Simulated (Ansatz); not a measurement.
AlF2H

```xyz
4

Al    0.0000    0.0000    0.0117
H     0.0000    0.0000    1.5584
F     1.4120    0.0000   -0.8500
F    -1.4120    0.0000   -0.8500
```

All numbers below come from RKS BHLYP/def2-SVPD in Ansatz.

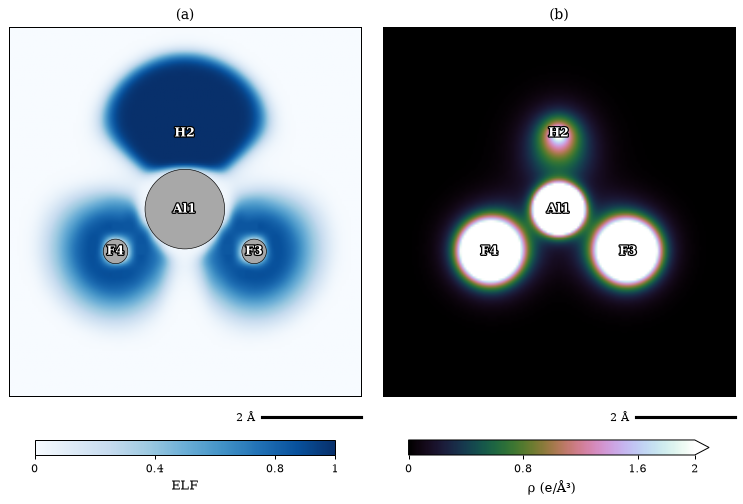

Figure 1. (a) electron localisation function; (b) electron density on the molecular plane. Grey discs cover the atomic cores in the ELF map.

Interpret the plot.

The section cuts through Al, H and F sites.
Al–F (1.65 Å): ρ is about 0.82 e/Å³ halfway; the ELF peaks at about 0.85 in the valence shell of F, 0.6 Å from its nucleus, and is about 0.30 at the midpoint.
Al–H (1.55 Å): ρ is about 0.6 e/Å³ halfway; the ELF climbs to about 1 towards the hydrogen.
The ELF also peaks beside F4 and F3, away from the bonds: lone-pair regions.

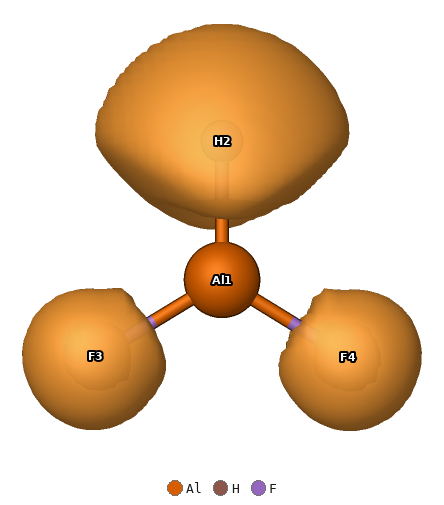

Figure 2. Isosurface of the ELF at 0.75 (orange), seen across its widest extent. Core shells and regions of very low density are left out.

Describe the localisation domains.

At this value the surface marks out one region around a hydrogen nucleus and two regions wrapped around F (the valence shell of each).

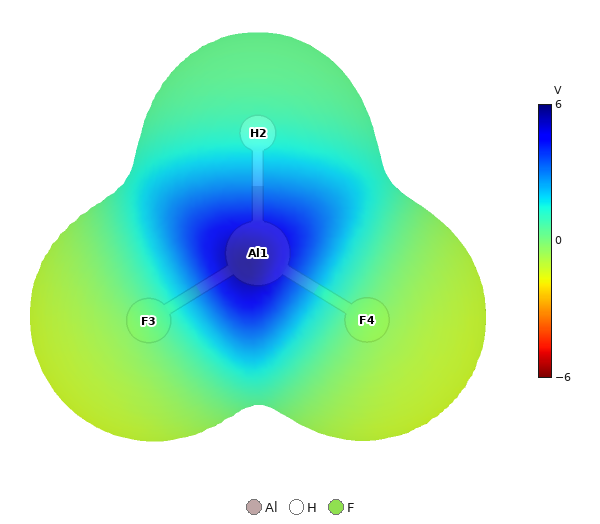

Figure 3. The molecular electrostatic potential painted on the density surface at 0.002 e/bohr³, seen across its widest extent; red is negative and blue positive.

Which sites attract a positive test charge, and which a negative one?

A positive charge is drawn to the negative regions and a negative charge to the positive ones. The most negative region (about −1.2 V) lies over F3 and F4, the most positive (about +5.5 V) over Al1.
